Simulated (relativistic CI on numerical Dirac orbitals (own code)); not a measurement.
**Au⁺: one ion under different settings**

Aim: see what numerical and physical settings do to the SCF, the total energy and the lowest levels of Au⁺.

Program: relativistic CI on numerical Dirac orbitals (own code) version 3. Level of theory: Dirac-Coulomb-Breit CI, KLI orbitals optimised for each configuration, model QED (radiative potential, 1s self-energy scaled to tabulated hydrogen-like ionisation energies), numerical settings as typed. These are calculated values, not measurements, unless marked.

## 1. The atom as given

- ion: Au⁺ (Au II)
- nuclear charge: 79
- electrons: 78
- isotope: A = 197

## 2. A try

Settings of the run:

```ini
atom Au  Z=79  charge=1  electrons=78
nucleus A=197  rms_radius_fm=5.4371
hamiltonian dirac-coulomb  breit=on  qed=on  c_scale=1
orbitals kli  potential=per-configuration
slater_scale 1
correlation none
mixing on
grid step=0.0125 r_max=129.7
scf mixing=0.4 start=green max_iterations=1 tolerance=2e-08 node_fill=0.05
configurations
  [Xe] 4f14 5d10
  [Xe] 4f14 5d9 6s
  [Xe] 4f14 5d8 6s2
  [Xe] 4f14 5d9 6p
  [Xe] 4f14 5d8 6s 6p
end
```

On the command line:

```bash
> python run_levels.py task.json out
```

task.json lists these runs, among others, and the program works through them in turn.

Results of the run (chosen fields of its result record, rounded):

```text
{
  "status": "not_converged",
  "warnings": ["SCF of 1s2 2s2 2p6 3s2 3p6 3d10 4s2 4p6 4d10 4f14 5s2 5p6 5d10 did not converge"],
  "scf_steps of the first configuration [iteration, E_Ha, residual, outer_eigenvalue_Ha]": [
    [1, -19001.78223, 3.16, -2.447]
  ]
}
```

Run time: 0.016 s. Hardware: 1 thread, shared host.

Diagnosis: the run ended without a result. The SCF ran into its iteration limit before the residual met the tolerance. The input had iteration limit 1. The cure is to restore the usual settings of the SCF.

## 3. An attempt

Settings: those of step 2 with these lines changed.

```diff
@@ -7,4 +7,4 @@
 mixing on
-grid step=0.0125 r_max=129.7
-scf mixing=0.4 start=green max_iterations=1 tolerance=2e-08 node_fill=0.05
+grid step=0.0125 r_max=10.38
+scf mixing=0.4 start=green max_iterations=60 tolerance=2e-08 node_fill=0.05
 configurations
```

Main fields:

```text
{
  "status": "not_converged",
  "warnings": ["orbital 5d3/2 not found"],
  "scf_steps of the first configuration [iteration, E_Ha, residual, outer_eigenvalue_Ha]": [
    [1, -19001.78223, 3.16, -2.447],
    [2, -19033.56556, 0.688, -0.9616],
    [3, -19034.95852, 0.281, -0.7133],
    [4, -19035.20075, 0.136, -0.7794],
    [5, -19035.22629, 0.00728, -0.734],
    [6, -19035.22628, 0.00305, -0.7343],
    [7, -19035.22687, 0.000972, -0.7349],
    [8, -19035.22664, 0.00107, -0.7338],
    [9, -19035.22677, 6.56e-05, -0.7341],
    [10, -19035.22678, 1.49e-06, -0.7342],
    [11, -19035.22678, 5.56e-07, -0.7342],
    [12, -19035.22678, 3.74e-08, -0.7342],
    [13, -19035.22678, 6.8e-10, -0.7342]
  ]
}
```

Run time: 0.078 s. Hardware: 1 thread, shared host.

What went wrong: the run ended without a result. An orbital is not bound on this grid with the right number of nodes. The input had end of the grid 10.38. The cure is to let the grid reach far enough, with the usual settings.

## 4. The mended input

Settings: those of step 3 with these lines changed.

```diff
@@ -7,4 +7,4 @@
 mixing on
-grid step=0.0125 r_max=10.38
-scf mixing=0.4 start=green max_iterations=60 tolerance=2e-08 node_fill=0.05
+grid step=0.0125 r_max=129.7
+scf mixing=0.4 start=green max_iterations=150 tolerance=2e-08 node_fill=0.05
 configurations
```

Main fields:

```text
{
  "status": "converged",
  "levels [i, E_cm, J2, conf, term, w_term, w_jj]": [
    [0, 0, 0, "5d10", "1S", 0.9864, 0.9864],
    [1, 14911.886, 6, "5d9 6s", "3D", 1, 1],
    [2, 18185.751, 4, "5d9 6s", "3D", 0.6639, 0.9081],
    [3, 26985.354, 2, "5d9 6s", "3D", 1, 1],
    [4, 29835.981, 4, "5d9 6s", "1D", 0.5976, 0.8768],
    [5, 42526.95, 8, "5d8 6s2", "3F", 0.9646, 0.9267],
    [6, 52901.915, 4, "5d8 6s2", "1D", 0.3624, 0.8141],
    [7, 53439.494, 6, "5d8 6s2", "3F", 1, 1],
    [8, 56407.479, 4, "5d9 6p", "3P*", 0.7491, 0.8229],
    [9, 59590.455, 6, "5d9 6p", "3F*", 0.5014, 0.9312],
    [10, 61363.719, 4, "5d8 6s2", "3P", 0.5427, 0.7172],
    [11, 64584.523, 0, "5d8 6s2", "3P", 0.8671, 0.751],
    [12, 65561.967, 8, "5d9 6p", "3F*", 0.9322, 0.9322],
    [13, 66123.805, 2, "5d9 6p", "3P*", 0.6938, 0.5996],
    "... 16 more rows left out ..."
  ],
  "total_energy [Ha]": -18998.74946,
  "n_levels_all": 116,
  "overlap": 1.44545e-11,
  "scf_iterations": [13, 12, 12, 13, 12],
  "orbital_energies [Ha]": {"1s": -2959.93, "2s": -522.074, "2p1/2": -500.632, "2p3/2": -433.353, "3s": -123.569, "3p1/2": -113.928, "3p3/2": -99.0803, "3d3/2": -83.0786, "3d5/2": -79.8894, "4s": -27.3057, "4p1/2": -23.1859, "4p3/2": -19.6352, "4d3/2": -12.8932, "4d5/2": -12.2316, "4f5/2": -3.58527, "4f7/2": -3.44595, "5s": -4.45503, "5p1/2": -3.12821, "5p3/2": -2.53476, "5d3/2": -0.791086, "5d5/2": -0.734197},
  "configurations [conf, odd, states, E_av_Ha, breit_Ha, qed_Ha]": [
    ["5d10", 0, 1, -19035.22678, 21.65, 14.83],
    ["5d9 6s", 0, 20, -19035.13456, 21.65, 14.83],
    ["5d8 6s2", 0, 45, -19034.96576, 21.65, 14.83],
    ["5d9 6p", 1, 60, -19034.9032, 21.65, 14.83],
    ["5d8 6s 6p", 1, 540, -19034.7464, 21.65, 14.83]
  ],
  "scf_steps of the first configuration [iteration, E_Ha, residual, outer_eigenvalue_Ha]": [
    [1, -19001.78223, 3.16, -2.447],
    [2, -19033.56556, 0.688, -0.9616],
    [3, -19034.95852, 0.281, -0.7133],
    [4, -19035.20075, 0.136, -0.7794],
    [5, -19035.22629, 0.00728, -0.734],
    [6, -19035.22628, 0.00305, -0.7343],
    [7, -19035.22688, 0.000981, -0.7349],
    [8, -19035.22665, 0.00106, -0.7338],
    [9, -19035.22677, 8.19e-05, -0.7341],
    [10, -19035.22678, 9.66e-06, -0.7342],
    [11, -19035.22678, 4.26e-07, -0.7342],
    [12, -19035.22678, 3.17e-08, -0.7342],
    [13, -19035.22678, 6.89e-10, -0.7342]
  ]
}
```

Run time: 0.56 s. Hardware: 1 thread, shared host.

## 5. Nuclear radius 5.9808, potential mixing 0.9, iteration limit 30

Settings of the run:

```ini
atom Au  Z=79  charge=1  electrons=78
nucleus A=197  rms_radius_fm=5.9808
hamiltonian dirac-coulomb  breit=on  qed=on  c_scale=1
orbitals kli  potential=per-configuration
slater_scale 1
correlation none
mixing on
grid step=0.0125 r_max=129.7
scf mixing=0.9 start=green max_iterations=30 tolerance=2e-08 node_fill=0.05
configurations
  [Xe] 4f14 5d10
  [Xe] 4f14 5d9 6s
  [Xe] 4f14 5d8 6s2
  [Xe] 4f14 5d9 6p
  [Xe] 4f14 5d8 6s 6p
end
```

Main fields:

```text
{
  "status": "converged",
  "levels [i, E_cm, J2, conf, term, w_term]": [
    [0, 0, 0, "5d10", "1S", 0.9864],
    [1, 14924.277, 6, "5d9 6s", "3D", 1],
    [2, 18198.101, 4, "5d9 6s", "3D", 0.6639],
    [3, 26998.107, 2, "5d9 6s", "3D", 1],
    [4, 29849.354, 4, "5d9 6s", "1D", 0.5977],
    [5, 42553.742, 8, "5d8 6s2", "3F", 0.9646],
    [6, 52927.311, 4, "5d8 6s2", "1D", 0.3625],
    [7, 53466.683, 6, "5d8 6s2", "3F", 1],
    "... 22 more rows left out ..."
  ],
  "total_energy [Ha]": -18998.050566,
  "n_levels_all": 116,
  "overlap": 1.44549e-11,
  "scf_iterations": [25, 15, 17, 16, 15],
  "orbital_energies [Ha]": {"1s": -2959.65, "2s": -522.031, "2p1/2": -500.631, "2p3/2": -433.355, "3s": -123.56, "3p1/2": -113.928, "3p3/2": -99.0807, "3d3/2": -83.079, "3d5/2": -79.8898, "4s": -27.3033, "4p1/2": -23.1858, "4p3/2": -19.6354, "4d3/2": -12.8933, "4d5/2": -12.2317, "4f5/2": -3.58533, "4f7/2": -3.446, "5s": -4.45454, "5p1/2": -3.1282, "5p3/2": -2.53478, "5d3/2": -0.791093, "5d5/2": -0.734202},
  "configurations [conf, odd, states, E_av_Ha, breit_Ha, qed_Ha]": [
    ["5d10", 0, 1, -19034.51159, 21.65, 14.82],
    ["5d9 6s", 0, 20, -19034.41932, 21.65, 14.82],
    ["5d8 6s2", 0, 45, -19034.25044, 21.65, 14.82],
    ["5d9 6p", 1, 60, -19034.18801, 21.65, 14.82],
    ["5d8 6s 6p", 1, 540, -19034.03114, 21.65, 14.82]
  ],
  "scf_steps of the first configuration [iteration, E_Ha, residual, outer_eigenvalue_Ha]": [
    [1, -19001.0694, 3.16, -2.447],
    [2, -18699.69918, 9.53, -0.2619],
    [3, -19033.17781, 0.763, -2.147],
    [4, -19032.72422, 1.12, -1.737],
    [5, -19033.75293, 0.769, -1.495],
    [6, -19034.2515, 0.475, -1.164],
    [7, -19033.8647, 0.586, -0.39],
    [8, -19014.47931, 2.8, -0.1568],
    [9, -19034.32406, 0.42, -1.159],
    [10, -19034.42377, 0.346, -1.34],
    ["...", "...", "...", "..."],
    [16, -19034.51264, 0.022, -0.7597],
    [17, -19034.51257, 0.0143, -0.7454],
    [18, -19034.51256, 0.014, -0.7451],
    [19, -19034.51229, 0.00856, -0.7408],
    [20, -19034.51164, 0.000515, -0.7346],
    [21, -19034.51161, 0.000166, -0.7343],
    [22, -19034.51159, 2.1e-05, -0.7342],
    [23, -19034.51159, 7.51e-06, -0.7342],
    [24, -19034.51159, 1.82e-07, -0.7342],
    [25, -19034.51159, 7.19e-09, -0.7342]
  ]
}
```

Run time: 0.72 s. Hardware: 1 thread, shared host.

The changed nuclear radius is not that of the isotope named.

## 6. Iteration limit 30, node fill 0

Settings of the run:

```ini
atom Au  Z=79  charge=1  electrons=78
nucleus A=197  rms_radius_fm=5.4371
hamiltonian dirac-coulomb  breit=on  qed=on  c_scale=1
orbitals kli  potential=per-configuration
slater_scale 1
correlation none
mixing on
grid step=0.0125 r_max=129.7
scf mixing=0.4 start=green max_iterations=30 tolerance=2e-08 node_fill=0
configurations
  [Xe] 4f14 5d10
  [Xe] 4f14 5d9 6s
  [Xe] 4f14 5d8 6s2
  [Xe] 4f14 5d9 6p
  [Xe] 4f14 5d8 6s 6p
end
```

Main fields:

```text
{
  "status": "converged",
  "levels [i, E_cm, J2, conf, term, w_term]": [
    [0, 0, 0, "5d10", "1S", 0.9864],
    [1, 14942.271, 6, "5d9 6s", "3D", 1],
    [2, 18201.724, 4, "5d9 6s", "3D", 0.6677],
    [3, 26833.486, 2, "5d9 6s", "3D", 1],
    [4, 29705.862, 4, "5d9 6s", "1D", 0.6018],
    [5, 42567.142, 8, "5d8 6s2", "3F", 0.9653],
    [6, 52932.806, 4, "5d8 6s2", "1D", 0.3597],
    [7, 53319.057, 6, "5d8 6s2", "3F", 1],
    "... 22 more rows left out ..."
  ],
  "total_energy [Ha]": -18998.739628,
  "n_levels_all": 116,
  "overlap": 1.47431e-11,
  "scf_iterations": [13, 12, 12, 13, 12],
  "orbital_energies [Ha]": {"1s": -2960.56, "2s": -522.38, "2p1/2": -500.975, "2p3/2": -433.664, "3s": -123.697, "3p1/2": -114.066, "3p3/2": -99.2063, "3d3/2": -83.2183, "3d5/2": -80.0243, "4s": -27.3477, "4p1/2": -23.2302, "4p3/2": -19.676, "4d3/2": -12.9353, "4d5/2": -12.2723, "4f5/2": -3.6208, "4f7/2": -3.48082, "5s": -4.47016, "5p1/2": -3.14201, "5p3/2": -2.54606, "5d3/2": -0.799086, "5d5/2": -0.741739},
  "configurations [conf, odd, states, E_av_Ha, breit_Ha, qed_Ha]": [
    ["5d10", 0, 1, -19035.22958, 21.66, 14.83],
    ["5d9 6s", 0, 20, -19035.13757, 21.66, 14.83],
    ["5d8 6s2", 0, 45, -19034.96887, 21.67, 14.83],
    ["5d9 6p", 1, 60, -19034.90608, 21.66, 14.83],
    ["5d8 6s 6p", 1, 540, -19034.74939, 21.67, 14.83]
  ],
  "scf_steps of the first configuration [iteration, E_Ha, residual, outer_eigenvalue_Ha]": [
    [1, -19001.78223, 3.13, -2.447],
    [2, -19033.47415, 0.681, -0.97],
    [3, -19034.96715, 0.278, -0.7208],
    [4, -19035.18361, 0.134, -0.7863],
    [5, -19035.22923, 0.00706, -0.7414],
    [6, -19035.2295, 0.00286, -0.7419],
    [7, -19035.22958, 0.00102, -0.7424],
    [8, -19035.22956, 0.00104, -0.7413],
    [9, -19035.22958, 7.61e-05, -0.7417],
    [10, -19035.22958, 3.65e-06, -0.7417],
    [11, -19035.22958, 4.79e-07, -0.7417],
    [12, -19035.22958, 3.3e-08, -0.7417],
    [13, -19035.22958, 6.77e-10, -0.7417]
  ]
}
```

It took 0.56 s on 1 thread, shared host.

## 7. Speed-of-light factor 2

Settings of the run:

```ini
atom Au  Z=79  charge=1  electrons=78
nucleus A=197  rms_radius_fm=5.4371
hamiltonian dirac-coulomb  breit=on  qed=on  c_scale=2
orbitals kli  potential=per-configuration
slater_scale 1
correlation none
mixing on
grid step=0.0125 r_max=129.7
scf mixing=0.4 start=green max_iterations=150 tolerance=2e-08 node_fill=0.05
configurations
  [Xe] 4f14 5d10
  [Xe] 4f14 5d9 6s
  [Xe] 4f14 5d8 6s2
  [Xe] 4f14 5d9 6p
  [Xe] 4f14 5d8 6s 6p
end
```

Main fields:

```text
{
  "status": "converged",
  "levels [i, E_cm, J2, conf, term, w_term]": [
    [0, 0, 0, "5d10", "1S", 0.9971],
    [1, 40228.321, 6, "5d9 6s", "3D", 1],
    [2, 41712.504, 4, "5d9 6s", "3D", 0.9244],
    [3, 43428.063, 2, "5d9 6s", "3D", 1],
    [4, 47476.119, 4, "5d9 6s", "1D", 0.9151],
    [5, 73501.748, 4, "5d9 6p", "3P*", 0.9612],
    [6, 75954.309, 2, "5d9 6p", "3P*", 0.9539],
    [7, 76803.529, 6, "5d9 6p", "3F*", 0.6784],
    "... 22 more rows left out ..."
  ],
  "total_energy [Ha]": -18106.571353,
  "n_levels_all": 116,
  "overlap": 1.59665e-11,
  "scf_iterations": [13, 12, 12, 12, 12],
  "orbital_energies [Ha]": {"1s": -2743.58, "2s": -463.818, "2p1/2": -445.619, "2p3/2": -431.508, "3s": -109.133, "3p1/2": -100.658, "3p3/2": -97.5808, "3d3/2": -82.1694, "3d5/2": -81.3831, "4s": -23.6656, "4p1/2": -20.0129, "4p3/2": -19.2859, "4d3/2": -12.741, "4d5/2": -12.5787, "4f5/2": -3.90337, "4f7/2": -3.86665, "5s": -3.76801, "5p1/2": -2.61562, "5p3/2": -2.49642, "5d3/2": -0.790972, "5d5/2": -0.776595},
  "configurations [conf, odd, states, E_av_Ha, breit_Ha, qed_Ha]": [
    ["5d10", 0, 1, -18120.02323, 5.015, 8.438],
    ["5d9 6s", 0, 20, -18119.82978, 5.016, 8.439],
    ["5d8 6s2", 0, 45, -18119.54045, 5.016, 8.44],
    ["5d9 6p", 1, 60, -18119.65724, 5.016, 8.439],
    ["5d8 6s 6p", 1, 540, -18119.3795, 5.016, 8.439]
  ],
  "scf_steps of the first configuration [iteration, E_Ha, residual, outer_eigenvalue_Ha]": [
    [1, -18098.66351, 2.73, -2.368],
    [2, -18119.19839, 0.497, -1.021],
    [3, -18119.92116, 0.169, -0.7608],
    [4, -18120.01751, 0.0814, -0.8077],
    [5, -18120.02186, 0.00647, -0.7722],
    [6, -18120.0233, 0.00241, -0.7786],
    [7, -18120.0235, 0.00262, -0.7778],
    [8, -18120.02318, 0.000411, -0.7765],
    [9, -18120.02323, 4.59e-06, -0.7766],
    [10, -18120.02323, 8.13e-06, -0.7766],
    [11, -18120.02323, 5.94e-08, -0.7766],
    [12, -18120.02323, 2.32e-08, -0.7766],
    [13, -18120.02323, 3.53e-10, -0.7766]
  ]
}
```

It took 0.56 s on 1 thread, shared host.

With a scaled speed of light this is not the real ion; the QED potentials keep the true α and change only through the orbitals.

## 8. Comparison

| setting | total energy less usual (Ha) | largest shift of a level among the lowest eight of both runs, same label and place (cm⁻¹) | SCF iterations | time | lowest level | kind of change |
| --- | --- | --- | --- | --- | --- | --- |
| usual | 0 | 0 | 62 | 0.56 s | 5d10 1S0 | - |
| nuclear radius 5.9808, potential mixing 0.9, iteration limit 30 | 0.699 | 27.2 | 88 | 0.72 s | 5d10 1S0 | unphysical constant |
| iteration limit 30, node fill 0 | 0.00983 | 152 | 62 | 0.56 s | 5d10 1S0 | numerical |
| speed-of-light factor 2 | 892 | 25300 | 61 | 0.56 s | 5d10 1S0 | unphysical constant |

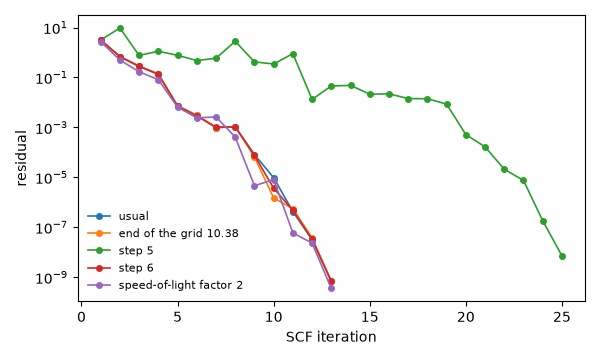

Residual of the first configuration's SCF.

## 9. Summary of results

| quantity | value |
| --- | --- |
| lowest level, usual settings | 5d10 1S0 |
| total energy | -18998.7495 Ha |
| first excitation | 14911.9 cm⁻¹ |
| runs without a result | 2 |

In words: Among the runs whose levels can be followed, they move most under «speed-of-light factor 2» (unphysical constant), by up to 25300 cm⁻¹. Only the listed configurations are in the model. In a near-neutral ion this small CI can misplace whole configurations by 10,000 cm⁻¹ or more, above all where the count of f electrons changes.
